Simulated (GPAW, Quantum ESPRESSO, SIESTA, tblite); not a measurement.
# Twisted graphene bilayer, 50.57° (148 atoms) in tblite

Aim: run twisted graphene bilayer, 50.57° (148 atoms) in tblite and see how near its forces come to a plane-wave reference, and at what cost.

Program: tblite 0.8.0. Level of theory: the method is named at each step. Results are calculated unless marked as measured.

## 1. Starting point

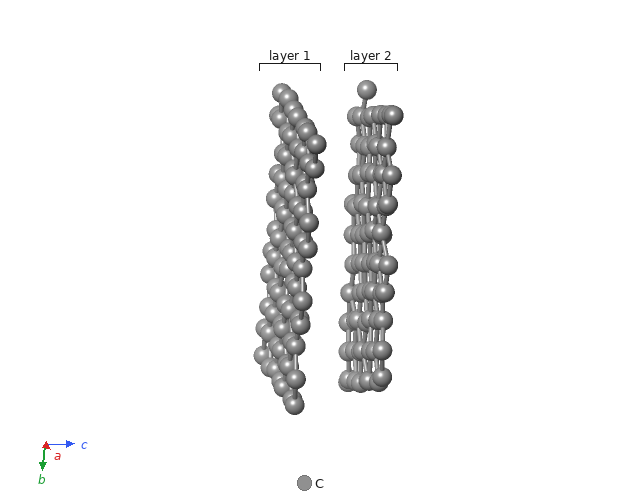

The starting structure, seen from the side, with the c axis across the page (carbon grey). Some periodic images of atoms are drawn too.

The cell holds 148 atoms: 148 C. Cell: a = 14.964 Å, b = 14.964 Å, c = 15.530 Å, α = 90.0°, β = 90.0°, γ = 120.0°. It derives from C (graphene). Graphene (a = 2.46 Å) under graphene (a = 2.46 Å), bilayer, commensurate cell of 37 unit cells a layer, twist 50.57 deg; facing planes 3.53 Å apart as built; 12 Å of vacuum; minimised with a classical potential. Then every atom was moved at random, 0.05 Å r.m.s. a Cartesian component. Regions: layer 1, 74 atoms (74 C); layer 2, 74 atoms (74 C). Vacuum lies along c.

The yardstick, on the same geometry:

- method: Kohn-Sham DFT, PBE, SSSP efficiency 1.3.0 pseudopotentials, plane waves (Quantum ESPRESSO 7.5); sssp-pbe-1.3.0-efficiency, cutoffs 45/360 Ry, Γ point
- r.m.s. force component: 3.502 eV/Å
- longest force: 19.08 eV/Å
- time: 4.2 min on 8 MPI ranks of Arm Neoverse V2, shared host
- CPU time: 34 min

## 2. GFN1-xTB

Method: GFN1-xTB tight binding, diagonalisation.

run.py

```python
import numpy as np
from ase.io import read
from tblite.ase import TBLite

atoms = read("structure.xyz")
atoms.calc = TBLite(method="GFN1-xTB", electronic_temperature=580, accuracy=1.0, max_iterations=250, mixer_damping=0.1, verbosity=1)
energy = atoms.get_potential_energy()
forces = atoms.get_forces()
print(f"energy {energy:.6f} eV")
print("forces (eV/A)")
for i, (a, f) in enumerate(zip(atoms, forces)):
    print(f"{i:4d} {a.symbol:2s} {f[0]:10.5f} {f[1]:10.5f} {f[2]:10.5f}")
print("charges (e)")
print(np.array2string(atoms.get_charges(), precision=4, suppress_small=True, max_line_width=110, threshold=100000))
```

structure.xyz

```xyz
148
Lattice="14.96360 0.00000 0.00000 -7.48180 12.95886 0.00000 0.00000 0.00000 15.53000" Properties=species:S:1:pos:R:3 pbc="T T T"
C -4.36930 10.69248 6.09910
C -3.62605 9.52593 5.97439
C 2.90571 0.19659 6.10748
C -3.82612 12.09204 6.05934
C -2.05435 7.30750 6.09879
C -1.25799 6.07278 6.04008
C -2.25846 9.69634 6.05872
C -1.45618 8.53250 6.05592
C -2.37839 12.07286 6.14553
C -1.64989 11.00155 6.16758
C 0.64860 1.23278 6.03232
C 1.41024 0.07814 5.98573
C 0.41090 3.77310 6.14771
C 1.17562 2.64322 6.08698
C 0.26276 6.30967 6.01058
C 1.02546 4.97568 6.11634
C -0.03569 8.63384 6.03014
C 0.80437 7.47273 6.11245
C -0.19243 11.07516 6.14708
C 0.65728 9.89111 6.08807
C 7.12589 0.63667 6.04381
C 0.35995 12.32297 6.06742
C 2.65881 2.64244 6.07394
C 3.47133 1.57359 6.03108
C 2.34083 5.14091 6.05670
C 3.21336 3.99690 6.03791
C 2.21117 7.44849 6.19057
C 2.98217 6.51973 6.12721
C 1.89155 10.00372 5.99334
C 2.73437 8.89535 6.02067
C 1.81306 12.47407 6.01058
C 2.57269 11.41779 6.09444
C 4.80219 1.61947 6.04474
C 5.64951 0.44345 6.02828
C 4.59622 4.07971 6.14631
C 5.42303 2.96641 6.07285
C 4.42242 6.59541 6.10065
C 5.26173 5.40579 6.05856
C 4.30989 9.00109 6.04567
C 5.06361 7.78063 6.12674
C 4.07608 11.41131 6.00576
C 4.93268 10.29465 6.05608
C 11.29116 0.93654 6.01943
C 4.60206 12.75748 6.09009
C 6.85348 3.12283 5.95560
C 7.70281 1.89199 6.02983
C 6.62401 5.48717 6.00669
C 7.54944 4.34536 6.02052
C 6.48425 7.87549 6.08854
C 7.23954 6.74198 5.97625
C 6.27439 10.37175 6.05390
C 7.09671 9.16334 6.13451
C 6.02135 12.87955 6.03216
C 6.95022 11.71312 5.99008
C 9.09241 1.94085 6.10795
C 9.88503 0.84660 6.07114
[... 88 atom lines left out ...]
C 10.47108 6.64245 9.52734
C 9.92147 7.82715 9.44224
C 8.84147 10.37136 9.44799
C 8.04039 11.56293 9.52610
```

Run with:

```console
$ OMP_NUM_THREADS=1 python run.py > output.txt
```

The log of the run:

```text
------------------------------------------------------------
  cycle        total energy    energy error   density error
------------------------------------------------------------
      1     -313.6834376554  -3.1967370E+02   9.2093349E-01
      2     -313.6901893305  -6.7516751E-03   8.2876190E-01
      3     -313.6695791929   2.0610138E-02   2.6994200E-02
      4     -313.6929006669  -2.3321474E-02   1.0685764E-02
      5     -313.6954713428  -2.5706758E-03   2.8302144E-03
      6     -313.6960344491  -5.6310630E-04   9.3970745E-04
      7     -313.6960770281  -4.2579000E-05   2.4722722E-04
      8     -313.6960786039  -1.5758231E-06   1.1741577E-04
      9     -313.6960792905  -6.8659142E-07   2.8024438E-05
     10     -313.6960793170  -2.6568500E-08   1.1225028E-05
------------------------------------------------------------
 total:                                   2.358 sec
energy -8536.105109 eV
forces (eV/A)
   0 C    -3.83141    2.33947   -0.90324
   1 C     0.19787   -0.15367    1.18739
   2 C    -4.56630    4.23080   -1.10049
   3 C     2.74562   -6.59090    0.74610
   4 C     0.23757   -4.28697   -0.44366
   5 C     2.29587    3.77255    0.12835
   6 C     1.36859    0.29720    0.18681
   7 C     1.90850    1.27430   -0.04627
   8 C    -3.32084    6.82779   -0.86458
   9 C     3.76956   -5.54377   -0.40573
  10 C     0.46748    3.81356    0.26051
  11 C     2.93181    1.43924    1.00575
  12 C    -3.48325   -1.66637   -0.36323
  13 C     3.07132   -4.67054   -0.12973
  14 C    -5.95562   -9.27582    0.74618
  15 C    -2.42395    5.66056   -0.61157
  16 C     0.90409    0.18827    0.71848
  17 C     0.15794    3.66684   -0.12366
  18 C    -1.48266   -0.72380   -0.17934
  19 C   -11.44208   -0.01859    0.29981
  20 C    -3.40149   -3.00410   -0.04332
  21 C     1.74797    3.01059    0.00946
  22 C    -3.58503    5.00023   -0.26934
  23 C    -2.57672   -4.57579    0.59656
[...]
140 C    -0.79808   -1.01829    1.05300
 141 C    -1.95473    3.76436    0.23829
 142 C    -7.77545    0.26853   -0.15237
 143 C     2.47506   -1.31975   -0.46593
 144 C     4.09079   -6.86138   -1.62055
 145 C    -2.34183    4.05444    0.48070
 146 C    -6.99342    0.12142    1.30160
 147 C     5.27845    4.82167    0.02114
charges (e)
[-0.0043 -0.0015 -0.0056  0.0046 -0.006  -0.0189 -0.0024  0.0059  0.0083  0.0054  0.0035 -0.      0.0142
 -0.0067 -0.0079  0.0046 -0.0096  0.0116 -0.0071  0.0154 -0.0044 -0.0016 -0.0034  0.0141 -0.0067 -0.0038
  0.016   0.0104  0.0115 -0.0283  0.004  -0.0093  0.0026 -0.0136 -0.001  -0.0015  0.0003 -0.0049 -0.0164
  0.0067 -0.0062  0.0168  0.0043  0.0026 -0.0069  0.0005  0.0017  0.0128  0.0047 -0.0045 -0.0046  0.003
 -0.0146  0.0024  0.0116  0.0011 -0.0001 -0.0084 -0.0243  0.0073  0.0082 -0.0041  0.0141 -0.0235 -0.0119
  0.0111  0.0147 -0.0049  0.0137  0.0124 -0.0038 -0.0019  0.0153 -0.0116  0.0022 -0.0118  0.0056 -0.01
 -0.0026 -0.0123  0.006  -0.0054  0.0048  0.005  -0.001   0.0003  0.002   0.0078  0.0157 -0.0101 -0.0041
 -0.022  -0.0123  0.0132  0.0153  0.007   0.0018 -0.0204 -0.0128  0.0095 -0.0139  0.0129  0.0116  0.0041
  0.0104 -0.0161 -0.006  -0.0077 -0.0054  0.0176  0.0145 -0.006   0.0145 -0.0219 -0.0028 -0.0078 -0.0086
  0.0098 -0.015   0.0064 -0.0183  0.0213 -0.0017  0.0025  0.009   0.0063 -0.0204  0.003   0.0002  0.0005
  0.0177  0.0059  0.0006 -0.005  -0.0041  0.0148  0.0099 -0.0162  0.0127  0.0053  0.0074 -0.0004  0.0041
  0.0049 -0.0109 -0.0035  0.0038 -0.0128]
```

The job ended after 2.9 s (1 thread of Arm Neoverse V2, shared host; peak memory 0.14 GiB).

Banners, paths, timers and routine set-up lines are dropped from the logs unmarked, and long logs keep their key lines alone; longer cuts are marked.

Numbers from this run, and their distance from the reference:

* r.m.s. force component: 3.425 eV/Å
* r.m.s. difference of force components: 185.7 meV/Å
* longest difference of force vectors: 659.5 meV/Å
* force difference over r.m.s. force: 5.303 %
* slope of forces against the reference's: 0.9769
* correlation of force components: 0.9988

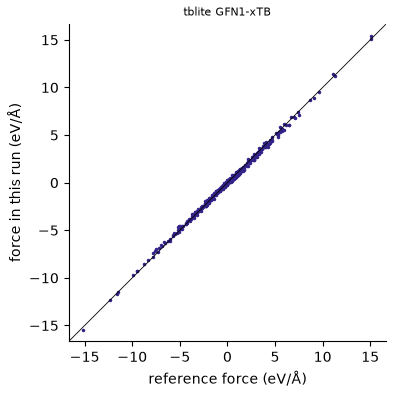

Force components against those of the reference; the line marks equality.

A closer look about C122, which bears the longest force: 12 atoms, nearest first, numbered in the order of the input, with positions taken from that point.

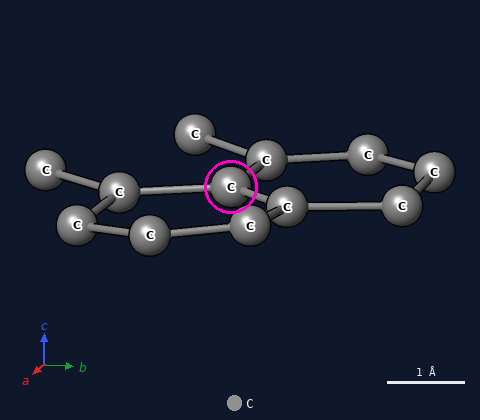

The atoms of the table, within 2.8 Å (arrows a, b, c point along x, y, z); some may hide others; the central atom is ringed.

| atom | x | y | z | distance (Å) | Mulliken charge (e) | Fx | Fy | Fz (eV/Å) |
| --- | --- | --- | --- | --- | --- | --- | --- | --- |
| C122 | 0.00 | 0.00 | 0.00 | 0.00 | 0.02 | -11.66 | -15.44 | -0.31 |
| C89 | 0.68 | 0.97 | -0.01 | 1.18 | 0.02 | 8.67 | 15.37 | 0.33 |
| C121 | 0.51 | -1.37 | -0.05 | 1.46 | -0.02 | 0.99 | -1.81 | -0.22 |
| C99 | -1.49 | 0.05 | -0.03 | 1.49 | -0.01 | 0.31 | -3.69 | 0.26 |
| C82 | 2.10 | 0.87 | 0.10 | 2.27 | -0.01 | 0.42 | 4.52 | -1.01 |
| C90 | 0.07 | 2.35 | -0.06 | 2.36 | -0.01 | -2.72 | -4.54 | 0.77 |
| C100 | -2.16 | 1.23 | -0.04 | 2.48 | 0.01 | -1.56 | 0.42 | -0.01 |
| C112 | 1.96 | -1.53 | -0.12 | 2.49 | -0.01 | -2.38 | 1.22 | 1.45 |
| C134 | -2.32 | -1.17 | 0.00 | 2.60 | -0.01 | 2.21 | 1.15 | -0.75 |
| C124 | -0.34 | -2.63 | -0.07 | 2.65 | 0.00 | -1.34 | 6.09 | 0.49 |
| C81 | 2.70 | -0.32 | 0.03 | 2.72 | 0.01 | 0.85 | -2.81 | -0.95 |
| C97 | -1.41 | 2.36 | 0.01 | 2.75 | 0.00 | 4.20 | 3.76 | -0.54 |

Atoms are counted from 1 here, from 0 in the log.

Forces lie 5.3 % from the reference's, at 0.0014 times its CPU time (on 1 against 8 cores).

## 3. GFN2-xTB

Method: GFN2-xTB tight binding, diagonalisation.

Changes to run.py since step 2:

```diff
@@ -5,3 +5,3 @@
 atoms = read("structure.xyz")
-atoms.calc = TBLite(method="GFN1-xTB", electronic_temperature=580, accuracy=1.0, max_iterations=250, mixer_damping=0.1, verbosity=1)
+atoms.calc = TBLite(method="GFN2-xTB", electronic_temperature=580, accuracy=1.0, max_iterations=250, mixer_damping=0.1, verbosity=1)
 energy = atoms.get_potential_energy()
```

structure.xyz is that of step 2.

The log of the run:

```text
------------------------------------------------------------
  cycle        total energy    energy error   density error
------------------------------------------------------------
      1     -318.1258072144  -3.2494698E+02   1.5102865E-01
      2     -318.1380568146  -1.2249600E-02   1.3579441E-01
      3     -318.0914221186   4.6634696E-02   1.7707719E-02
[...]
10     -318.1454790598  -2.2080218E-07   3.1223837E-05
     11     -318.1454790637  -3.9021302E-09   1.9391321E-05
------------------------------------------------------------
 total:                                   6.889 sec
energy -8657.179443 eV
forces (eV/A)
   0 C    -3.76783    2.33226   -0.90728
   1 C     0.13488   -0.17750    1.26844
   2 C    -4.55018    4.20811   -1.10914
[...]
146 C    -6.94313    0.14961    1.31772
 147 C     5.19567    4.70815   -0.00836
charges (e)
[-0.0037 -0.0007 -0.0026  0.0043 -0.0066 -0.0193 -0.0021  0.0053  0.0087  0.0066  0.0041 -0.0011  0.0164
 -0.007  -0.0123  0.0057 -0.0097  0.0125 -0.0058  0.0163 -0.0053 -0.0022 -0.0033  0.0146 -0.0069 -0.0059
  0.015   0.0123  0.0117 -0.0291  0.004  -0.0097  0.0025 -0.0157  0.0009 -0.0017  0.001  -0.0045 -0.0174
  0.0069 -0.0071  0.0177  0.0043  0.003  -0.0066  0.0008  0.0016  0.0136  0.0041 -0.0067 -0.0038  0.0053
[...]
0.01   -0.0166  0.0072 -0.0181  0.0205 -0.0031  0.0043  0.0096  0.005  -0.0184  0.0027  0.0011  0.0003
  0.0157  0.0076  0.0006 -0.0046 -0.0047  0.0165  0.0109 -0.0184  0.0124  0.0097  0.0087 -0.0021  0.0035
  0.0068 -0.0144 -0.0014  0.0053 -0.0131]
```

The job ended after 7.4 s (1 thread; peak memory 0.15 GiB).

Against the reference:

* r.m.s. force component: 3.384 eV/Å
* r.m.s. difference of force components: 204.5 meV/Å
* longest difference of force vectors: 697.8 meV/Å
* force difference over r.m.s. force: 5.84 %
* slope of forces against the reference's: 0.9654
* correlation of force components: 0.9988

Against the first run (5.3 %), the force difference from the reference is 5.8 %, at 2.6 times the CPU time.

## 4. The ladder

Differences are against the plane-wave reference, forces as r.m.s. over components; share is that over the reference's r.m.s. force, slope the least-squares factor from reference forces to these. Total energies of different programs have different zeros and aren't compared.

| run | Δ force, r.m.s. (meV/Å) | share (%) | slope | cores | CPU time | memory (GiB) |
| --- | --- | --- | --- | --- | --- | --- |
| reference | - | - | - | 8 | 34 min | 11 |
| tblite GFN1-xTB | 186 | 5.30 | 0.977 | 1 | 2.9 s | 0.14 |
| tblite GFN2-xTB | 205 | 5.84 | 0.965 | 1 | 7.4 s | 0.15 |

CPU time is summed over cores on a shared host, where runs went side by side, so it is rough. Symmetry, cutoffs, thresholds, outputs and thread counts weren't matched or tuned between programs; memory under MPI is the largest rank's times the ranks.

## 5. Outcome

```
nearest in forces : tblite GFN1-xTB, 5.3 %
its CPU time      : 2.9 s
```

**Reading.** Tight binding differs by 5.3 % (tblite GFN1-xTB) to 5.8 % (tblite GFN2-xTB); it is another model, with fitted parameters of its own, and the xTB methods hold dispersion. Of the electronic-structure runs that take under half the reference's CPU time, tblite GFN1-xTB comes nearest, at 5.3 % in 2.9 s against 34 min. Periodic xTB results under one method name differ between programs and library versions. The reference's PBE has no dispersion term, which matters for the binding between molecules or layers. One k-point is far too coarse for the carbon or group-IV sheet, and it can put spurious forces of up to about 1 eV/Å on the sheet's atoms. The electronic-structure runs sample only Γ, in a cell whose shortest periodic width is 13 Å.

[Also dropped from logs without a mark: logging warnings of Python, and SIESTA's first energy breakdown and zero terms.]

[Logs are printed without paths, hosts, clocks, repeated set-up lines and the standing remarks that a program may print on its own settings, such as how far it seeks lower states.]

[Hosts, paths, dates, database ids (printed as entryN), source tags and the programs' standing remarks are cut or masked in the printed files.]
